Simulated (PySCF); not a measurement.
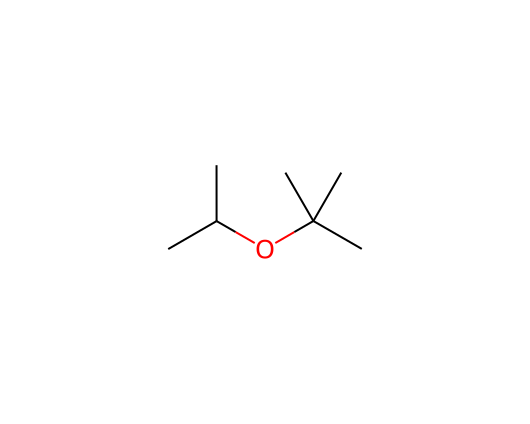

**Write the SMILES.**

CC(C)OC(C)(C)C

**What is the molecular formula?**

C7H16O.

**An optimisation with PBE0-D3(BJ)/def2-SVP gave a structure of which point group?**

Cs. Other conformers may differ.

The parts below concern this one geometry. Atoms keep their numbers from picture to picture. Computed geometry: PBE0-D3(BJ)/def2-SVP optimisation. No frequency run is at hand to confirm it as a minimum.

### Geometry

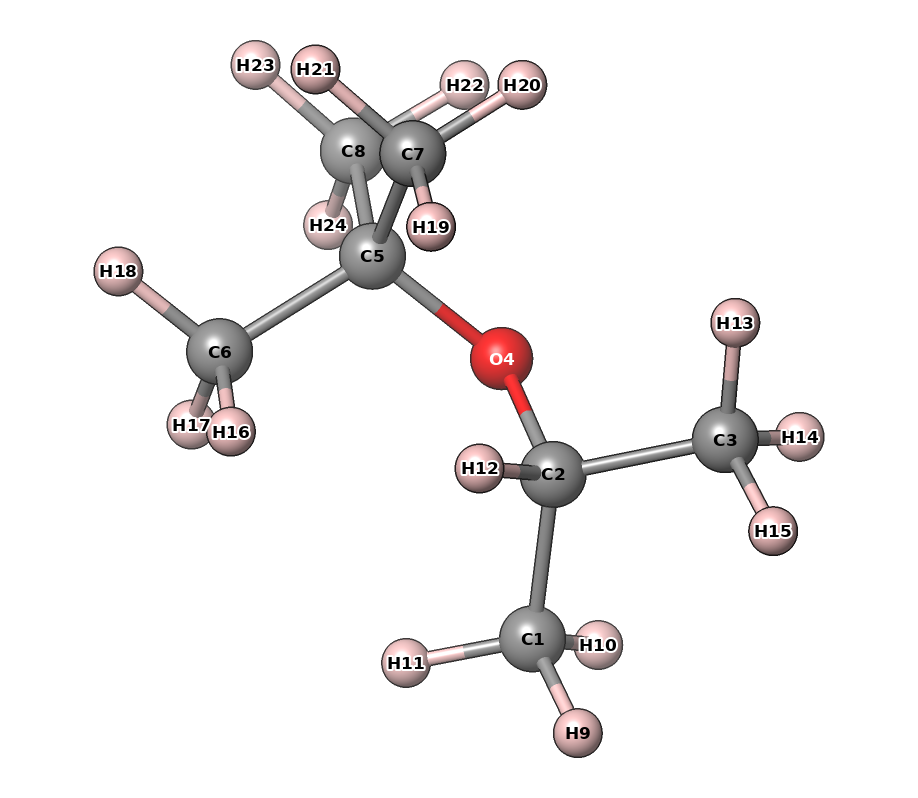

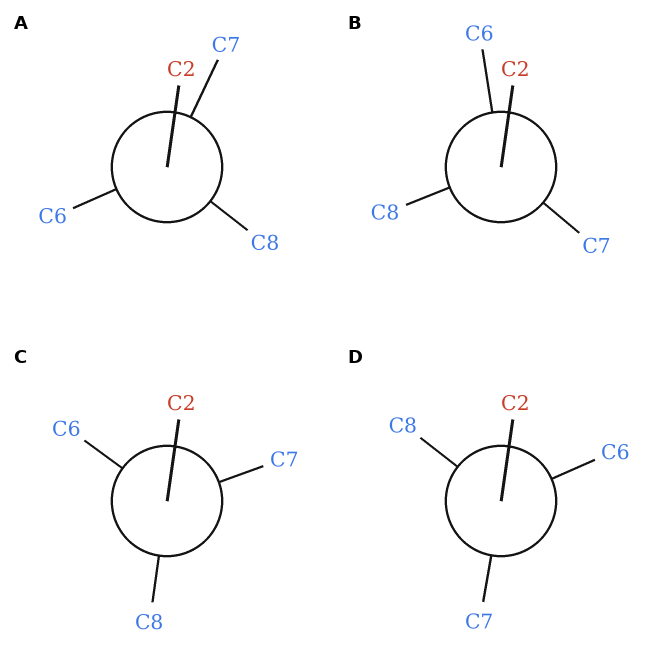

Distant atoms are faded towards the background colour. Bonds that would overlap in a projection are set slightly apart. No frequency run is at hand to confirm it as a minimum.

**Which Newman projection shows the view along O4–C5, with O4 in front?**

C. The torsion angle C2–O4–C5–C6 is −62°, synclinal (gauche).

### Charges

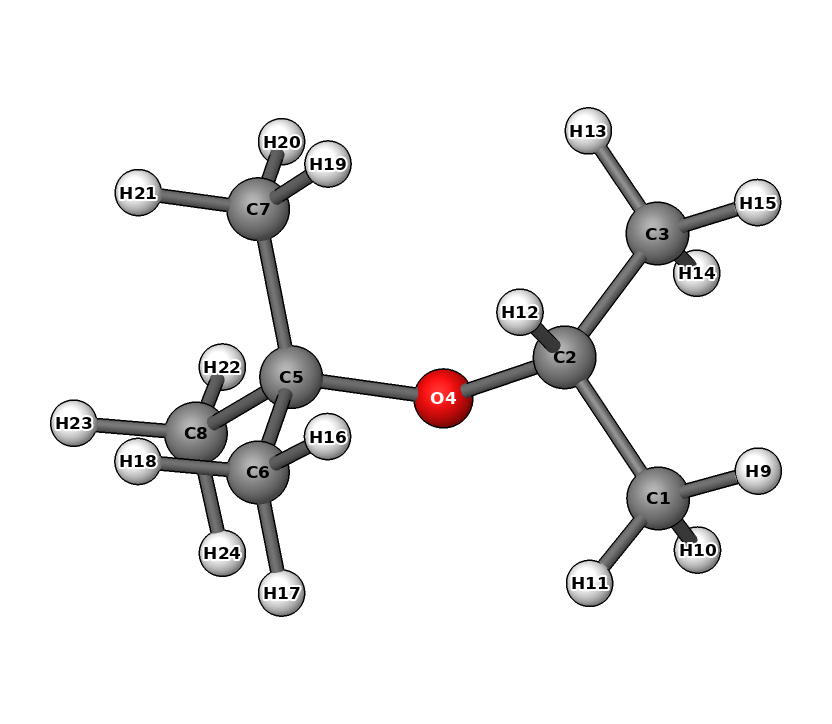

The questions are on ESP-fitted charges. No frequency run is at hand to confirm it as a minimum. Method: PBE0/pcSseg-1, gas phase (PySCF 2.14.0).

Give the ESP-fitted charges atom by atom.

```
atom  value (e)
  C1      −0.63
  C2       0.71
  C3      −0.63
  O4      −0.61
  C5       0.90
  C6      −0.64
  C7      −0.65
  C8      −0.60
  H9       0.14
 H10       0.17
 H11       0.14
 H12      −0.05
 H13       0.14
 H14       0.17
 H15       0.14
 H16       0.14
 H17       0.15
 H18       0.14
 H19       0.14
 H20       0.15
 H21       0.15
 H22       0.14
 H23       0.14
 H24       0.15
```

### Excitation

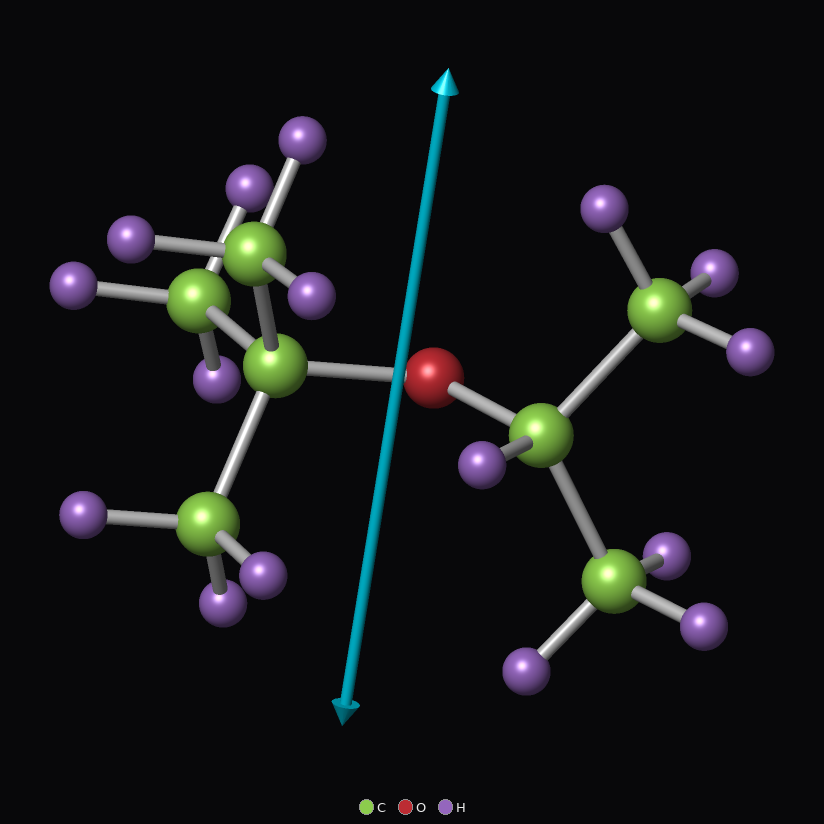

The double arrow shows the direction of the transition dipole to excited singlet state 7 (its length means nothing). No frequency run is at hand to confirm it as a minimum. Level of theory: TDDFT ωB97X-D/def2-SVPD, vertical, gas phase, core orbitals frozen in the response (PySCF 2.14.0).

**Give its energy, strength and character.**

9.02 eV (137 nm), oscillator strength 0.029, mainly HOMO → LUMO+4 (weight 0.76); transition dipole 0.92 D.

### Polarisability

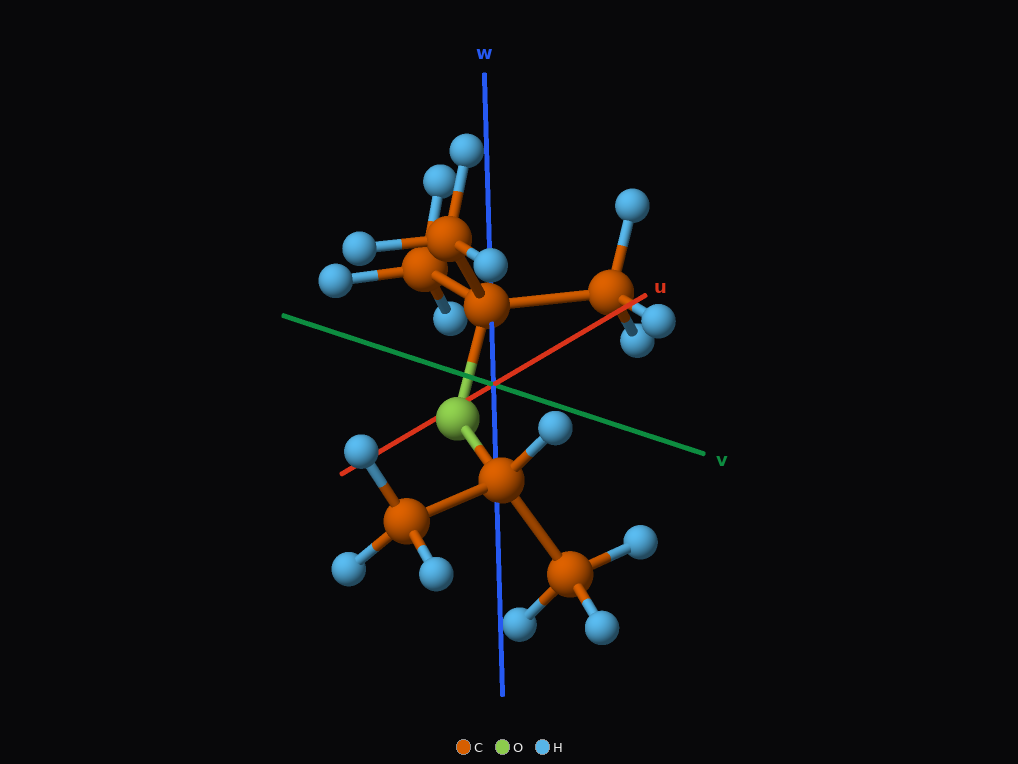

The lines u, v and w are the principal axes of the static dipole polarisability. No frequency run is at hand to confirm it as a minimum. Computed with ωB97X-D/def2-SVPD (PySCF 2.14.0).

**Along which axis is the molecule most polarisable, and along which least?**

Most along w, least along u.

**Give the three principal values.**

u 83.9, v 90.3, w 100.5 bohr³; mean 91.6, anisotropy 14.5 bohr³.
